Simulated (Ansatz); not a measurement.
System: C$_{2}$H$_{3}$Sn (SMILES [CH2][CH]=[Sn]) (doublet).

The calculation's input:

```
crystal:
  periodic: [false, false, false]
  atoms:
    - {symbol: C, position_ang: [0.326342, 0.602998, 0.658687]}
    - {symbol: C, position_ang: [0.070321, 0.471051, -0.655762]}
    - {symbol: Sn, position_ang: [-0.733124, -1.408239, -1.481530]}
    - {symbol: H, position_ang: [0.727119, 1.529194, 1.095585]}
    - {symbol: H, position_ang: [0.146893, -0.214102, 1.369232]}
    - {symbol: H, position_ang: [0.277609, 1.337180, -1.301031]}
basis:
  gaussian: {orbitals: def2-TZVPD}
hamiltonian: {xc: {name: PBE0}}
magnetization: {spin_polarized: true, initial_magnetization: 1}
output: {forces: true, orbitals: {seedname: orbitals}}
```

Command:

```sh
ansatz run input.yaml --threads 1 --pin off --max-ram 2610MiB --events-out events.jsonl --progress --plain --runs-dir runs
```

Geometry: B3LYP-D3(BJ)/def2-SVP; core potentials replace the inner electrons of Sn.

Theory: isolated molecule in a Gaussian basis; Kohn-Sham density functional theory, functional PBE0 (Ansatz 0.2.0).

Q: Predict the electron density, electron localisation function and spin density between the atoms.

A: C–C (1.35 Å): ρ at the midpoint is about 2.3 e/Å³; the ELF peaks at about 0.95 between the atoms: localised, covalent bonding.
C–Sn (2.20 Å): ρ is about 0.64 e/Å³ halfway; the ELF peaks at about 0.95 in the valence shell of C, 0.7 Å from its nucleus, and drops to about 0.20 between the two atoms.
C–H (1.10 Å): the density is about 2 e/Å³ at the midpoint; the ELF climbs to about 1 towards the hydrogen, as it does in any bond to H; a covalent bond by its length.
The unpaired spin (1 electron) lies mostly on Sn3 (about 0.9), in electrons by Hirshfeld's partition.

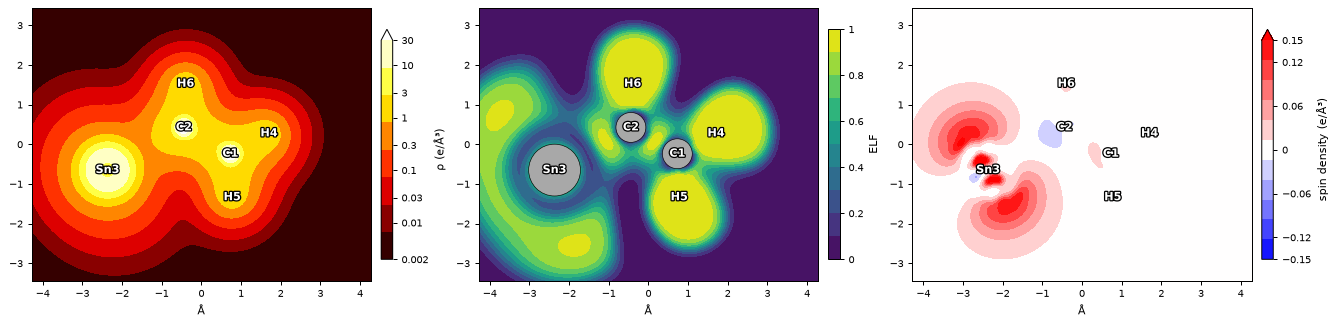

Computed electron density, electron localisation function and spin density on the molecular plane, in this order. Grey discs cover the atomic cores in the ELF map. 
